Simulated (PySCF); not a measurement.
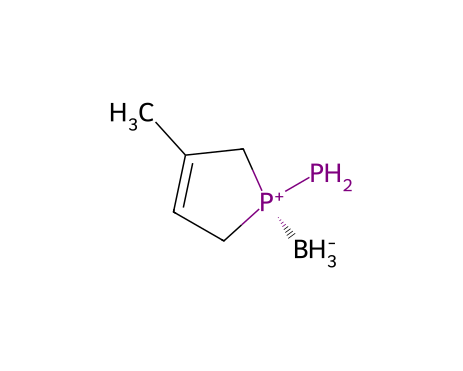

Skeletal drawing of a molecule.

> Write the SMILES.

[BH3-][P@+]1(P)CC=C(C)C1

> What is the molecular formula?

C5H13BP2.

> An optimisation with PBE0-D3(BJ)/def2-SVP gave a structure of which point group?

C1.

More results for the same structure follow; atom numbers are the same in all pictures, views and colours differ. The geometry was computed by an optimisation with PBE0-D3(BJ)/def2-SVP. No frequency run is at hand to confirm it as a minimum.

## Shape

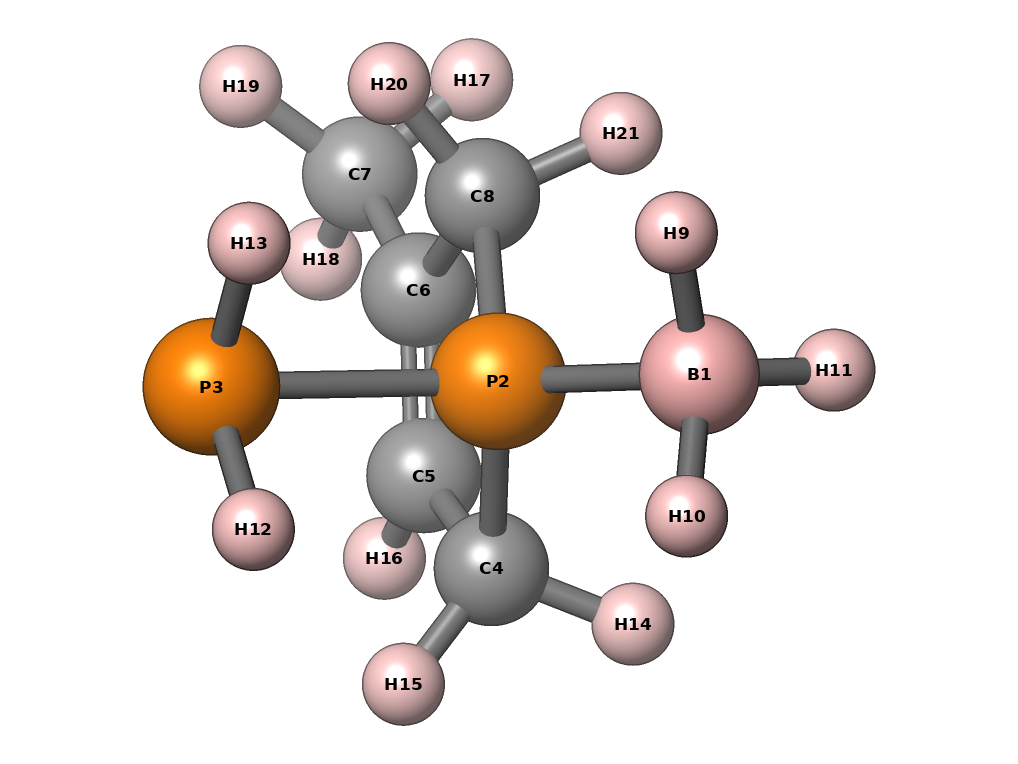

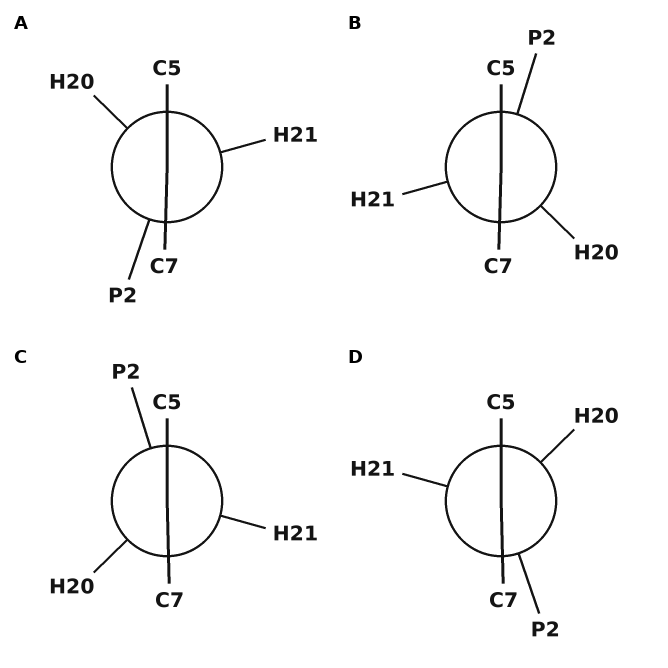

Depth is shown by fading: the farther an atom, the more it takes the colour of the background. Bonds that would overlap in a projection are set slightly apart. No frequency run is at hand to confirm it as a minimum.

> Which Newman projection shows the view along C6–C8, with C6 in front?

C. The torsion angle C7–C6–C8–P2 is 169°, antiperiplanar (anti).

## Levels of theory compared

No frequency run is at hand to confirm it as a minimum. Program: PySCF 2.14.0.

Tabulate HOMO energy (eV), HOMO–LUMO gap (eV), dipole (D) at these levels: CAM-B3LYP/def2-SVPD; PBE0/pcSseg-1; PBE0/pcSseg-1 in acetonitrile (IEF-PCM); PBE0/pcSseg-1 in benzene (IEF-PCM).

| level | HOMO energy (eV) | HOMO–LUMO gap (eV) | dipole (D) |
| --- | --- | --- | --- |
| CAM-B3LYP/def2-SVPD | −8.64 | 9.22 | 4.65 |
| PBE0/pcSseg-1 | −7.38 | 6.95 | 4.40 |
| PBE0/pcSseg-1 in acetonitrile (IEF-PCM) | −7.04 | 6.85 | 5.59 |
| PBE0/pcSseg-1 in benzene (IEF-PCM) | −7.19 | 6.89 | 4.98 |

## NMR shielding

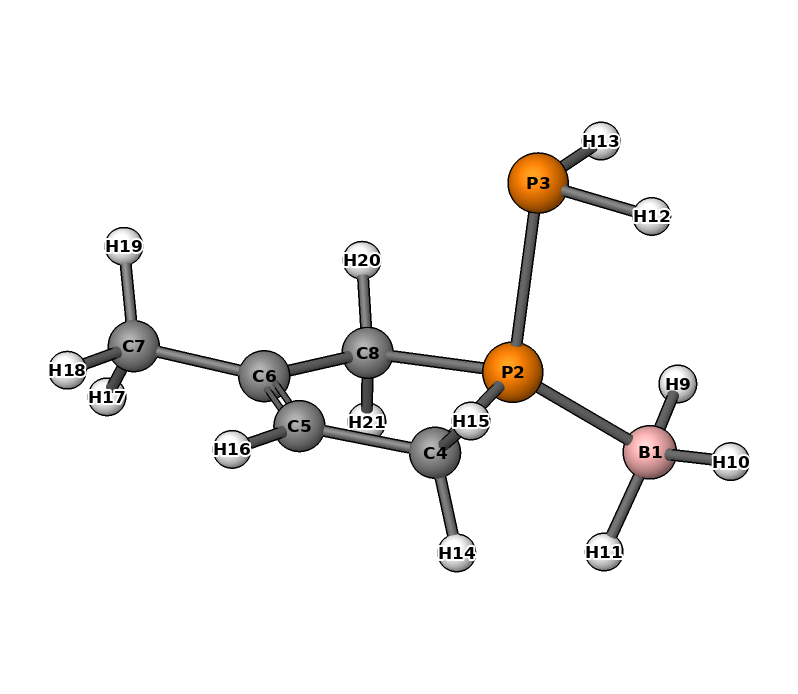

The questions are on isotropic NMR shieldings of the P atoms. No frequency run is at hand to confirm it as a minimum. Properties computed with GIAO PBE0/pcSseg-1 NMR shielding, non-relativistic, IEF-PCM benzene (PySCF 2.14.0).

Give the isotropic NMR shieldings of the P atoms atom by atom.

```tsv
atom	σ (ppm)
P2	296.3
P3	501.3
```

## Quadrupole coupling

No frequency run is at hand to confirm it as a minimum. Electric field gradients from the ground-state density, PBE0/pcSseg-1 in acetonitrile (IEF-PCM) (PySCF 2.14.0), non-relativistic apart from any core potentials.

Give the largest field-gradient component, the quadrupole coupling constant and the asymmetry for 11B at B1 (Q = 40.59 mb), 2H at H9 (Q = 2.86 mb), 2H at H10 (Q = 2.86 mb).

| atom | V_zz (a.u.) | e²qQ/h (MHz) | η |
| --- | --- | --- | --- |
| B1 | 0.145 | 1.38 | 0.04 |
| H9 | 0.201 | 0.135 | 0.06 |
| H10 | 0.202 | 0.135 | 0.06 |
